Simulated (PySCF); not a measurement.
**What a change does: excited-state calculation on Si₂PNH₈**

System: Si₂PNH₈, SMILES N[SiH2]P[SiH3].
Method of run 1: TDDFT HF/def2-SVPD, vertical, gas phase, core orbitals frozen in the response (PySCF 2.14.0).

The geometry comes from this level: PBE0-D3(BJ)/def2-SVP. Text and figures count atoms from 1; the logs count them from 0 in places.

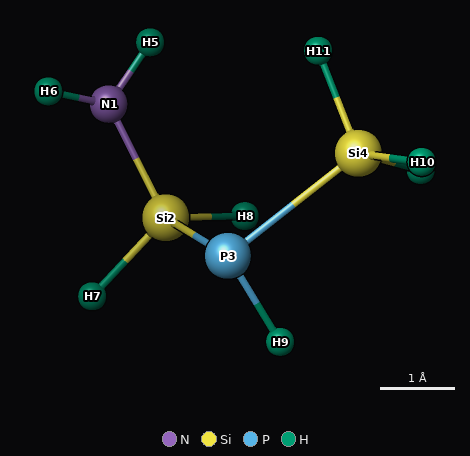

Fig. 1: The structure as given in the input (ball-and-stick view, seen at a tilt; atoms are numbered from 1 in the order of the input).

Input file, run 1:
```
{"job": {"kind": "uv", "xc": "HF", "basis": "def2-SVPD", "ip": true}, "charge": 0, "multiplicity": 1}
N      1.988358     0.631896     0.766392
Si     1.213948    -0.701975    -0.008749
P     -0.463637    -0.057173    -1.412273
Si    -1.934403     0.427161     0.228751
H      1.555771     1.055389     1.579369
H      2.480314     1.325877     0.214820
H      2.203851    -1.425508    -0.861913
H      0.706061    -1.602841     1.070974
H     -0.961290    -1.376395    -1.657821
H     -3.243068     0.855788    -0.349970
H     -1.359602     1.571776     1.003671
H     -2.172603    -0.705652     1.177713
```

The first line tells a small driver script what to run in PySCF; the rest is the geometry in Å.

Launched with:
```bash
OMP_NUM_THREADS=1 python <driver script> task.json out
```

Hardware: 1 CPU thread, shared host.

Output (run 1):
```
final grid: 89752 points
cycle   1  E = -977.3700659632  dE = -1.544e-01  |g| = 3.451e-01  |ddm| = 3.588e+00
cycle   2  E = -977.4188424882  dE = -4.878e-02  |g| = 1.103e-01  |ddm| = 7.840e-01
cycle   3  E = -977.4238846131  dE = -5.042e-03  |g| = 4.781e-02  |ddm| = 3.158e-01
cycle   4  E = -977.4248132835  dE = -9.287e-04  |g| = 1.045e-02  |ddm| = 1.380e-01
cycle   5  E = -977.4248720925  dE = -5.881e-05  |g| = 3.115e-03  |ddm| = 2.972e-02
cycle   6  E = -977.4248808282  dE = -8.736e-06  |g| = 8.988e-04  |ddm| = 1.241e-02
cycle   7  E = -977.4248817173  dE = -8.891e-07  |g| = 2.277e-04  |ddm| = 3.997e-03
cycle   8  E = -977.4248817706  dE = -5.331e-08  |g| = 5.052e-05  |ddm| = 1.187e-03
cycle   9  E = -977.4248817733  dE = -2.696e-09  |g| = 1.570e-05  |ddm| = 2.671e-04
cycle  10  E = -977.4248817736  dE = -2.576e-10  |g| = 4.369e-06  |ddm| = 8.624e-05
converged SCF energy = -977.4248817736

Static polarisability (au): isotropic 87.989, principal 76.235 86.530 101.203

Singlet excitations
state   eV       nm        f      main configurations
  1   6.6185    187.3   0.01870   H->L 0.37, H->L+5 0.24
  2   7.1486    173.4   0.08911   H->L+1 0.46, H->L+2 0.12, H->L+10 0.11
  3   7.1796    172.7   0.02795   H->L+2 0.35, H->L+1 0.13, H-1->L 0.11
  4   7.4485    166.5   0.10681   H->L+3 0.55, H->L+2 0.11, H->L 0.09
  5   7.6221    162.7   0.01749   H-1->L 0.25, H->L+2 0.15, H->L+4 0.13
  6   7.7739    159.5   0.06895   H->L+4 0.49, H->L+5 0.10
  7   8.0008    155.0   0.14360   H-1->L+2 0.39, H-1->L+3 0.11
  8   8.3216    149.0   0.15814   H-1->L+1 0.33, H-1->L+2 0.15
  9   8.5003    145.9   0.37287   H-1->L+3 0.30, H-1->L+2 0.09
 10   8.6383    143.5   0.00549   H-2->L 0.11, H->L 0.11, H-1->L+7 0.10

Triplet excitations (Tamm-Dancoff, eV): 5.3977 5.7555 6.5667 6.7585
Vertical ionisation energy (delta-SCF) = 8.2274 eV
```

For run 2 the input was changed thus:
```diff
-"xc": "HF"
+"xc": "B3LYP"
```

What does this change do to the results?

The total energies belong to different methods, so their difference says nothing on which is more stable or more accurate. The HOMO goes from −9.57 to −6.84 eV. The LUMO goes from 2.29 to −0.32 eV. The lowest excitation goes from 6.62 to 5.55 eV. The strongest computed line goes from 8.50 to 6.69 eV. The method changes from HF to B3LYP. The SCF takes 12 iterations against 10.

Output (run 2):
```
coarse grid: 10896 points
cycle   1  E = -979.5175813186  dE = -7.489e-02  |g| = 4.309e-01  |ddm| = 3.853e+00
cycle   2  E = -979.4640366717  dE =  5.354e-02  |g| = 6.451e-01  |ddm| = 1.768e+00
cycle   3  E = -979.5594526421  dE = -9.542e-02  |g| = 5.578e-02  |ddm| = 1.057e+00
cycle   4  E = -979.5602158934  dE = -7.633e-04  |g| = 2.118e-02  |ddm| = 1.389e-01
cycle   5  E = -979.5603735592  dE = -1.577e-04  |g| = 4.243e-03  |ddm| = 5.444e-02
cycle   6  E = -979.5603809767  dE = -7.417e-06  |g| = 8.842e-04  |ddm| = 1.097e-02
final grid: 89752 points
cycle   7  E = -979.6743695918  dE = -1.210e-05  |g| = 2.981e-03  |ddm| = 3.979e-02
cycle   8  E = -979.6743667034  dE =  2.888e-06  |g| = 4.700e-03  |ddm| = 9.360e-03
cycle   9  E = -979.6743716764  dE = -4.973e-06  |g| = 2.022e-04  |ddm| = 6.232e-03
cycle  10  E = -979.6743716879  dE = -1.148e-08  |g| = 1.043e-04  |ddm| = 7.106e-04
cycle  11  E = -979.6743716919  dE = -4.080e-09  |g| = 1.895e-05  |ddm| = 2.563e-04
cycle  12  E = -979.6743716921  dE = -1.219e-10  |g| = 3.704e-06  |ddm| = 4.358e-05
converged SCF energy = -979.6743716921

Static polarisability (au): isotropic 95.509, principal 81.267 93.073 112.188

Singlet excitations
state   eV       nm        f      main configurations
  1   5.5500    223.4   0.00008   H->L 0.96
  2   5.8826    210.8   0.02932   H->L+1 0.93
  3   6.0574    204.7   0.00428   H->L+2 0.92
  4   6.1275    202.3   0.01120   H-1->L 0.91
  5   6.1934    200.2   0.02166   H->L+3 0.70, H->L+4 0.17
  6   6.4931    190.9   0.06750   H->L+4 0.67, H->L+3 0.12, H-1->L+3 0.11
  7   6.5767    188.5   0.01926   H-1->L+2 0.70, H-1->L+1 0.18
  8   6.6943    185.2   0.10647   H-1->L+1 0.67, H-1->L+2 0.20
  9   6.8419    181.2   0.06861   H-1->L+3 0.73
 10   7.0570    175.7   0.00487   H-1->L+4 0.81, H->L+5 0.12

Triplet excitations (Tamm-Dancoff, eV): 5.1770 5.3505 5.5074 5.8180
Vertical ionisation energy (delta-SCF) = 8.8316 eV
```

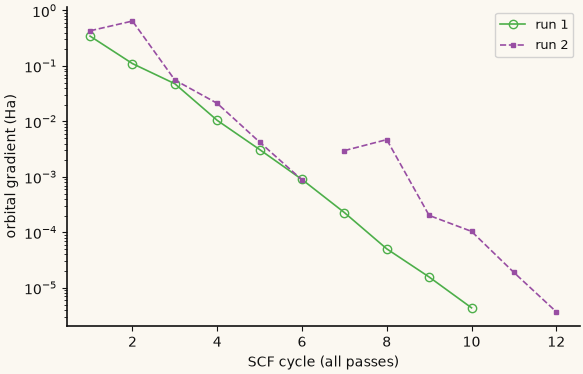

Fig. 2: Convergence of the two runs: orbital gradient against the SCF cycle. A break in a curve parts two SCF passes (coarse and final grid). Run 1 takes 10 cycles in all, and run 2 takes 12.

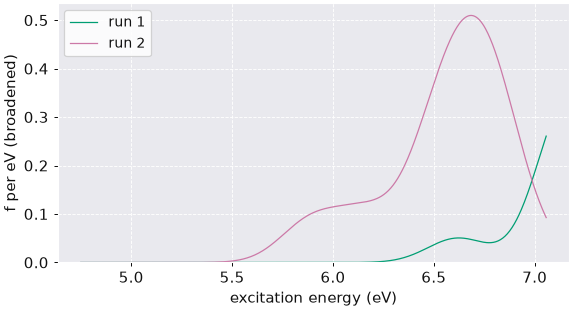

Fig. 3: Absorption of the two runs from their computed states, each broadened by a Gaussian of 0.35 eV full width; the range ends where the shorter list of states ends.

The two runs side by side:

| quantity | run 1 | run 2 |
| --- | --- | --- |
| outcome | converged | converged |
| total energy (hartree) | −977.424882 | −979.674372 |
| HOMO (eV) | −9.57 | −6.84 |
| LUMO (eV) | 2.29 | −0.32 |
| dipole moment (D) | 0.84 | 0.85 |
| lowest excitation (eV) | 6.62 | 5.55 |
| SCF iterations | 10 | 12 |
| strongest computed line (eV) | 8.50 | 6.69 |
| basis functions | 156 | 156 |
| wall time (shared host) | 26 s | 78 s |
